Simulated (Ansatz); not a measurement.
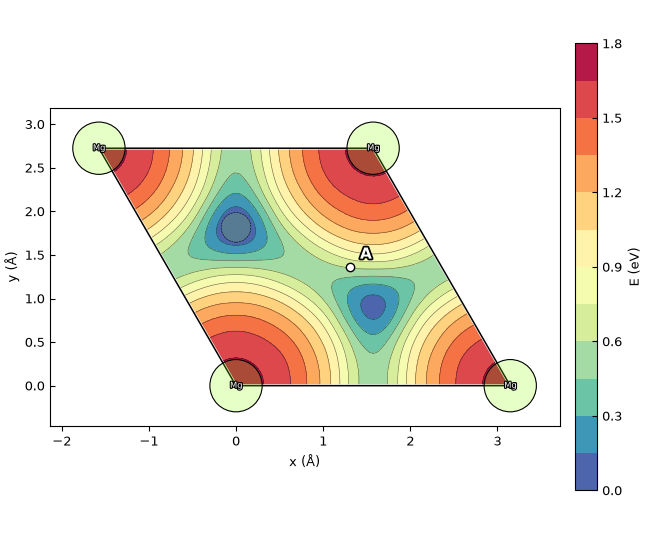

C on a Mg(001) slab cut from the P6_3/mmc phase, its upper half relaxed before the scan (4 atoms of substrate and one adsorbate in a 1 × 1 cell). C is moved over the surface cell; relaxed at each place: the height of the adsorbate's atoms; substrate rigid; the origin of the map has the adsorbate above Mg4. Places are given modulo a cell vector. The map is drawn in real space over the plane of the surface. The grid has 6 × 6 points; 10 points were computed and 26 follow by symmetry. All energies are given in eV relative to the lowest grid point. With one adsorbate in each 1 × 1 cell, its nearest image is 3.1 Å away, so neighbouring adsorbates interact. Level of theory: DFT LDA, scalar-relativistic, plane waves, PAW in Ansatz. Settings: cutoff 420 eV, k-mesh 9×9×1, gaussian smearing 0.1 eV, no spin polarisation.

The picture shows filled contours, labelled circles for the atoms of the top layer and small ones for the second layer, the outline of one cell of the plane, the point A. Between grid points the surface is interpolated.

Is A at rest? If not, where is it pushed?

Answer. A, at (4/6, 3/6) of the cell vectors, is not a stationary point. The computed force is 1.6 eV/Å in the plane, pointing down in the picture (components −0.2 and −1.6 eV/Å).
